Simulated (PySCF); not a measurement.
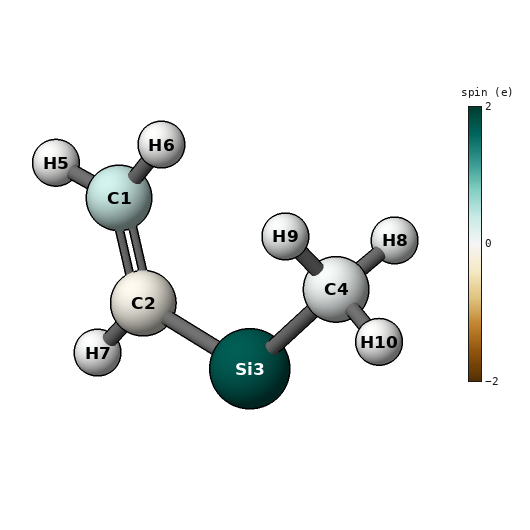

Atoms are coloured by their Mulliken spin populations. State: neutral, triplet. The computed structure is the end point of a GFN2-xTB optimisation. No frequency run is at hand to confirm it as a minimum. Method: UKS B3LYP, pcH-1 on C H Si, non-relativistic (PySCF 2.14.0).

Give the Mulliken spin populations atom by atom.

```tsv
atom	value (e)
C1	0.36
C2	−0.12
Si3	1.69
C4	0.05
H5	0.00
H6	−0.02
H7	0.00
H8	0.02
H9	0.02
H10	0.00
```

Mulliken values depend strongly on the basis set. The spin state was imposed, and no run here compares it with a lower spin, which may lie lower. The geometry is semi-empirical. Around Si such bond lengths and angles can be off by a tenth of an ångström or more and by several degrees, and values that hang on the shape move with them.
